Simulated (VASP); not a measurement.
Band structure of BAs (zinc blende). All values below come from r2SCAN+rVV10, VASP's PBE PAW potentials (set 64) (plane waves; VASP).

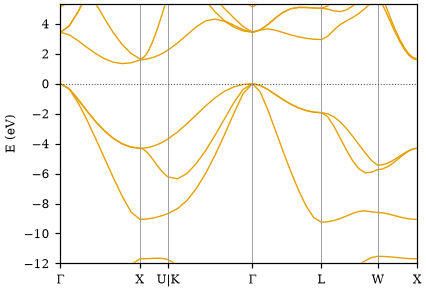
Fig. 1. Bands along high-symmetry lines, zero at the valence-band maximum or, without a gap, the Fermi level

Problem. Read the plot: is there a gap, and where are the band edges?

Solution. The gap is indirect, 1.34 eV, from the valence maximum at Γ to the conduction minimum at Γ-X at 0.78.

Measured: gap 1.82 eV (computed value off by -0.48 eV), as given by Wikipedia, List of semiconductor materials.

The compound is BAs in the zinc blende structure. The cell was not relaxed at this level.
